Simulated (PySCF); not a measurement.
# CAM-B3LYP/6-31G(d) (spherical functions) run of CH4AlClS (SMILES C[S][AlH][Cl])

Aim: the vertical ionisation energy of CH4AlClS at CAM-B3LYP/6-31G* (spherical functions), from 2 runs. 

The calculation is run with PySCF 2.14.0.

**1. The molecule**

CH4AlClS: 8 atoms, total charge 0, spin state singlet. SMILES: `C[S][AlH][Cl]`. The coordinates come from a PBE0-D4/def2-TZVP relaxation. This is one conformer, not always the lowest.

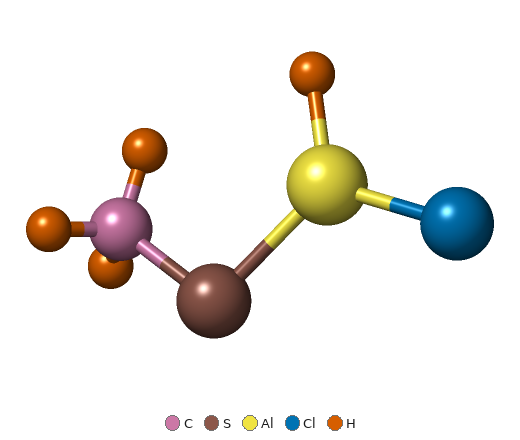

Viewed from a chosen angle; carbon pink, sulfur brown, aluminium yellow, chlorine blue, hydrogen orange.

**2. The energy at CAM-B3LYP/6-31G(d) (spherical functions)**

calc.py reads:

```python
# C[S][AlH][Cl]
from pyscf import gto, dft

mol = gto.M(
    atom=[
    ('C', (-1.003900, 0.824800, -0.567300)),
    ('S', (-0.818100, -0.960900, -0.245100)),
    ('Al', (1.154600, -0.986000, 0.629500)),
    ('Cl', (1.941400, -2.829900, 1.225800)),
    ('H', (-0.123700, 1.389800, -0.258700)),
    ('H', (-1.163400, 0.971100, -1.634500)),
    ('H', (-1.870600, 1.189500, -0.018200)),
    ('H', (1.975600, 0.344400, 0.812700)),
],
    basis='6-31g*',
    max_memory=1860,
    verbose=3,
)

calc0 = dft.RKS(mol)
calc0.xc = 'cam-b3lyp'
calc0.grids.level = 6
calc0.conv_tol = 1e-10
calc0.kernel()
if not calc0.converged:
    calc0 = calc0.newton().run(calc0.mo_coeff, calc0.mo_occ)

etot = calc0.e_tot
print('E = %.10f Eh' % etot)
```

The run is started by

```console
$ OMP_NUM_THREADS=1 python calc.py
```

What it wrote:

```text
converged SCF energy = -1141.37649055594
E = -1141.3764905559 Eh
```

Run time: 38 s. Hardware: 1 thread of Arm Neoverse V1, shared host; peak memory 0.4 GiB.

**3. The doublet cation, same level**

calc.py reads:

```python
from pyscf import gto, dft

mol = gto.Mole()
mol.atom = '''
C       -1.003900       0.824800      -0.567300
S       -0.818100      -0.960900      -0.245100
Al       1.154600      -0.986000       0.629500
Cl       1.941400      -2.829900       1.225800
H       -0.123700       1.389800      -0.258700
H       -1.163400       0.971100      -1.634500
H       -1.870600       1.189500      -0.018200
H        1.975600       0.344400       0.812700
'''
mol.basis = '6-31g*'
mol.max_memory = 1860
mol.charge = 1
mol.verbose = 4
mol.spin = 1
mol.build()

myscf = dft.UKS(mol)
myscf.xc = 'cam-b3lyp'
myscf.conv_tol = 1e-10
myscf.grids.level = 6
myscf.kernel()
if not myscf.converged:
    myscf = myscf.newton().run(myscf.mo_coeff, myscf.mo_occ)

etot = myscf.e_tot
print('E(%s) = %.9f' % ('CAM-B3LYP', etot))
```

The run is started by

```console
$ OMP_NUM_THREADS=1 python calc.py
```

What it wrote:

```text
PySCF version 2.14.0

[... 57 lines left out ...]
WARN: HOMO -0.306707241725896 >= LUMO -0.306707241725895
[... 54 lines left out ...]
converged SCF energy = -1141.0243838345  <S^2> = 0.75362568  2S+1 = 2.0036224
E(CAM-B3LYP) = -1141.024383834
```

Wall time 71 s (1 thread of Arm Neoverse V1, shared host); peak memory 0.43 GiB.

**4. What came out**

At CAM-B3LYP/6-31G* (spherical functions):

| quantity | value |
| --- | --- |
| singlet CH4AlClS: total energy | -1141.37649 Eh |
| singlet CH4AlClS: dipole moment | 2.88 D |
| singlet CH4AlClS: HOMO energy | -8.63 eV |
| singlet CH4AlClS: LUMO energy | -0.15 eV |
| singlet CH4AlClS: HOMO–LUMO gap | 8.48 eV |
| doublet cation: total energy | -1141.02438 Eh |
| doublet cation: HOMO energy (highest over α and β) | -14.89 eV |
| doublet cation: LUMO energy (lowest over α and β) | -10.55 eV |
| doublet cation: ⟨S²⟩ | 0.754 |
| vertical ionisation energy (to the doublet cation) | 9.581 eV |

**Reading.** The vertical ionisation energy comes to 9.58 eV (924 kJ/mol). The negative HOMO energy of the first species, 8.63 eV, lies 0.95 eV below that difference. Mulliken charges (singlet CH4AlClS) run from -0.61 on C1 to +0.43 on Al3. Mulliken charges (doublet cation) run from -0.70 on C1 to +0.47 on Al3.
